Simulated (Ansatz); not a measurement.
ZnO (wurtzite)

```
ZnO
1.0
    3.27946     0.00000     0.00000
   -1.63973     2.84010     0.00000
    0.00000     0.00000     5.29382
Zn O
2 2
Direct
  0.33333   0.66667   0.99787
  0.66667   0.33333   0.49787
  0.33333   0.66667   0.37693
  0.66667   0.33333   0.87693
```

This relaxed cell (volume V₀) is scaled evenly in all directions, its shape held. The atoms relax within the cell's symmetry.

All values below come from PBE (plane waves to 420 eV, PAW, scalar-relativistic; Ansatz, a program for electronic structure). k mesh 12×12×7 (Γ-centred), Fermi-Dirac smearing 0.05 eV. Energies are smeared free energies. With the shape held, the modulus is that of even scaling; a crystal free to change shape is softer. ZnO was relaxed with its symmetry unable to fall. ΔE is measured from the relaxed starting cell.

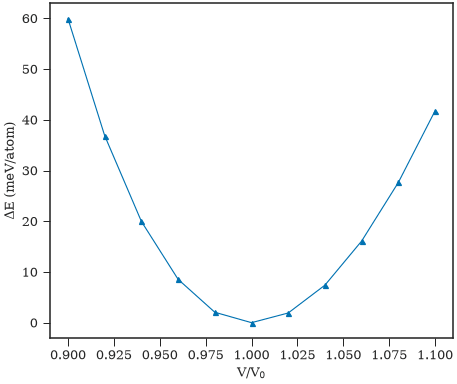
Fig. 1. ΔE (meV/atom) against V/V₀; one marker a computed point.

What is ΔE at V/V₀ = 0.900?

About 60 meV/atom.

What is ΔE at V/V₀ = 1.100?

About 42 meV/atom.

What bulk modulus at fixed cell shape B₀ follows from a third-order Birch-Murnaghan fit?

About 130 GPa.

(A scan under strain: stresses follow from slopes of the energy per volume, elastic moduli from its curvatures.)
